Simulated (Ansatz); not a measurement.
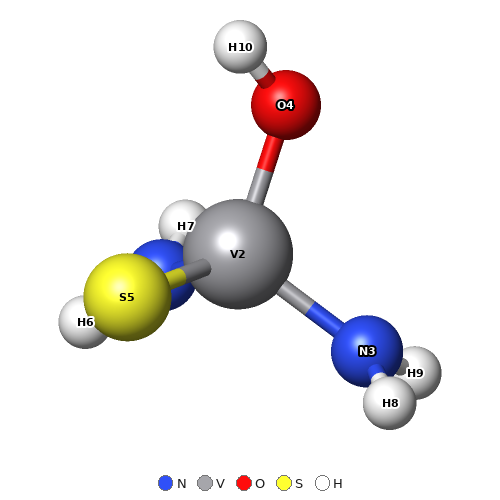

The system is H5N2OSV, SMILES [NH2][V]([NH2])([OH])=[S]; the picture shows the reference structure. First axis: dihedral N1–V2–O4–H10. Second axis: dihedral H6–N1–V2–N3. Nothing is relaxed (all other coordinates rigid). The scan uses a 15 × 15 grid. Points are written as (first, second). Energies: kcal/mol, counted from the relaxed molecule at the same level. The calculation used Ansatz, RKS PBE0-D4/def2-SVP.

Its coordinates:

```xyz
10

N    -1.4527    0.2194   -0.5690
V     0.2723    0.2712   -0.0341
N     0.5163   -0.8697    1.3517
O     1.2599   -0.2550   -1.3875
S     0.7091    2.1224    0.5846
H    -2.1746    0.9038   -0.3684
H    -1.7515   -0.4556   -1.2695
H     1.0135   -0.6501    2.2086
H    -0.0089   -1.7364    1.4309
H     1.6995    0.3988   -1.9445
```

Range: dihedral N1–V2–O4–H10 from −180 to 156°; dihedral H6–N1–V2–N3 from −180 to 156°.

**Predict the map.**

The lowest grid point is at (108°, 108°), 0.12 kcal/mol from the relaxed molecule at the same level. A higher local minimum lies near (108°, −84°) (0.7 kcal/mol above the lowest at that grid point). The highest grid point, (12°, −156°), lies 13.4 kcal/mol above the lowest. On the interpolated surface the easiest way out of the lowest well to its copy in the next cell or period passes a barrier of about 5.6 kcal/mol. Round the minimum the valley is somewhat tilted: raising dihedral N1–V2–O4–H10 shifts the best value of dihedral H6–N1–V2–N3 downwards (coupling k₁₂/√(k₁₁k₂₂) about 0.2).

```csv
"dihedral H6–N1–V2–N3 ↓, dihedral N1–V2–O4–H10 →",−180,−156,−132,−108,−84,−60,−36,−12,12,36,60,84,108,132,156
156,4.9,5.7,6.6,7.0,7.0,7.0,7.1,7.1,6.8,6.1,5.3,4.8,4.5,4.4,4.5
132,2.4,2.9,3.4,3.9,4.4,5.0,5.6,5.6,4.8,3.5,2.3,1.7,1.7,1.9,2.1
108,1.6,1.8,1.9,2.2,3.0,4.3,5.8,6.3,5.4,3.4,1.4,0.2,0.1,0.6,1.2
84,2.9,3.0,2.8,2.7,3.4,5.1,7.3,8.7,8.1,5.7,3.0,1.1,0.7,1.3,2.2
60,5.5,5.9,5.6,5.2,5.5,6.9,9.2,11.2,11.3,9.3,6.3,3.9,3.0,3.4,4.5
36,7.8,8.5,8.6,8.1,7.9,8.6,10.3,12.1,12.8,11.5,9.1,6.9,5.7,5.7,6.6
12,8.0,9.0,9.6,9.5,9.1,9.0,9.6,10.6,11.2,10.7,9.4,8.0,7.0,6.7,7.1
−12,6.2,7.2,8.1,8.5,8.2,7.8,7.7,7.9,8.0,7.7,7.1,6.5,6.0,5.7,5.7
−36,3.8,4.5,5.3,5.8,6.0,6.1,6.1,6.0,5.4,4.6,3.9,3.6,3.5,3.5,3.5
−60,2.3,2.7,3.0,3.5,4.1,4.9,5.7,5.8,4.9,3.3,1.9,1.2,1.3,1.7,2.1
−84,2.8,3.0,2.9,3.0,3.7,5.2,6.9,7.7,6.8,4.6,2.4,1.0,0.8,1.5,2.3
−108,5.3,5.5,5.1,4.9,5.4,7.0,9.2,10.8,10.5,8.1,5.2,3.2,2.6,3.2,4.3
−132,8.2,8.7,8.5,8.0,8.1,9.2,11.3,13.3,13.6,11.7,8.8,6.5,5.5,5.8,7.0
−156,9.4,10.3,10.6,10.3,9.9,10.3,11.5,13.0,13.6,12.6,10.6,8.6,7.5,7.5,8.2
−180,7.9,8.9,9.7,9.8,9.4,9.2,9.6,10.2,10.5,10.0,8.9,7.8,7.1,6.8,7.1
```

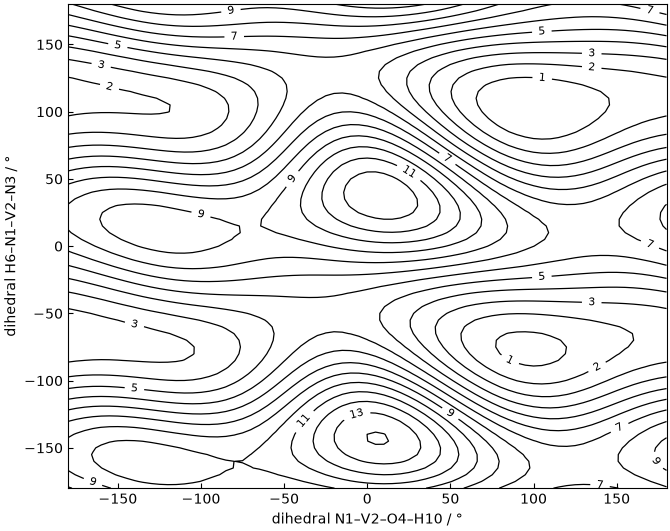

In the figure: contour lines labelled in kcal/mol. Between grid points the surface is interpolated.

Each point was launched as `ansatz run input.yaml --threads 1 --pin off --max-ram 2560MiB --backend cpu --events-out ev --progress --plain --runs-dir out`. Time for the 225 points that were run: 34 min on 1 thread of Arm Neoverse V1 (shared host).
